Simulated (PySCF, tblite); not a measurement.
**C₇H₅FSi: geometry, infrared bands and NMR shifts**

Aim: predict the infrared bands and NMR shifts of C₇H₅FSi (`C#C[Si](F)(C#C)C#CC`).

Computed with tblite 0.8.0 and PySCF 2.14.0, with density-fitted response routines of our own, on a single molecule in the gas phase. Atoms count from 0, in the outputs and in this text.

## Step 1: Starting geometry

14 atoms, charge 0, multiplicity 1; geometry from: force field or distance geometry start.

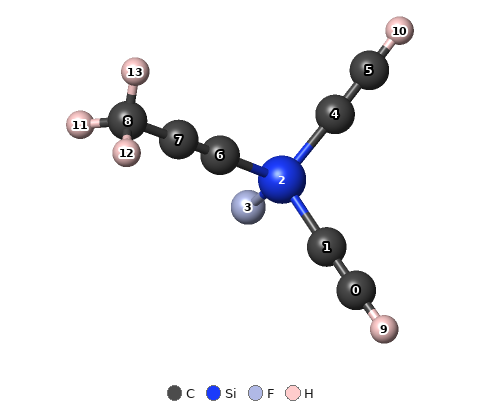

The starting geometry (carbon dark grey, silicon blue, fluorine light blue, hydrogen pink), atoms numbered.

## Step 2: Geometry optimisation with GFN2-xTB

What the job is given:

```
{"job": {"kind": "relax", "xc": "GFN2-xTB", "basis": "xTB"}, "charge": 0, "multiplicity": 1}
C     -2.405500     2.489600     0.746400
C     -1.914500     1.488500     0.305000
Si    -1.144800    -0.043800    -0.323100
F     -1.458900    -0.029500    -2.001400
C     -1.899500    -1.482800     0.465100
C     -2.393600    -2.461100     0.966900
C      0.660300    -0.032500    -0.040500
C      1.862300    -0.015000     0.142600
C      3.316900    -0.000900     0.327100
H     -2.880000     3.381300     1.148400
H     -2.815000    -3.333300     1.425400
H      3.852500    -0.073800    -0.641300
H      3.633100     0.967000     0.793400
H      3.586000    -0.854100     0.944000
```

Run with:

```sh
OMP_NUM_THREADS=1 python probes_run.py task.json out
```

One launch serves the whole session: the jobs run in the order shown.

**Question.** This job is followed by: GFN2-xTB harmonic vibrations, gas phase; GIAO PBE0/pcSseg-1 NMR shielding, non-relativistic, gas phase. Predict these results of the whole session: strongest single infrared mode (GFN2-xTB); zero-point energy (GFN2-xTB); 13C shifts against TMS (PBE0/pcSseg-1, means over atoms taken as alike); 1H shifts against TMS (PBE0/pcSseg-1, means over atoms taken as alike); 29Si shifts against TMS (PBE0/pcSseg-1); 19F shifts against CFCl3 (PBE0/pcSseg-1); surface potential, least and greatest.

The runs gave:

```
                                                               quantity                              value
                              strongest single infrared mode (GFN2-xTB)               807 cm⁻¹, 293 km/mol
                                           zero-point energy (GFN2-xTB)                      54.3 kcal/mol
13C shifts against TMS (PBE0/pcSseg-1, means over atoms taken as alike)  112.0, 100.5, 87.2, 83.0, 5.7 ppm
 1H shifts against TMS (PBE0/pcSseg-1, means over atoms taken as alike)                     2.12, 1.91 ppm
                                29Si shifts against TMS (PBE0/pcSseg-1)                          -72.8 ppm
                               19F shifts against CFCl3 (PBE0/pcSseg-1)                         -157.5 ppm
                                  surface potential, least and greatest                 -1.21 V and 1.65 V
```

**Reading.** Over 29 steps the energy fell by 0.206 eV; of the close pairs, Si2–F3 changed most, 1.707 to 1.617 Å. The lowest mode is slightly imaginary (16i cm⁻¹), a soft motion within the noise of the Hessian, so the minimum is not strictly shown. The strongest single mode, at 807 cm⁻¹, moves mainly F3 and Si2. GFN2-xTB is a fitted tight-binding method: band positions and strengths are rough. Its intensities can rank the bands wrongly. By nearest atom (PBE0/pcSseg-1), the HOMO sits on C6, C7 about 34 % each and the LUMO on Si2 19 %; 5 C atoms about 11 % each.
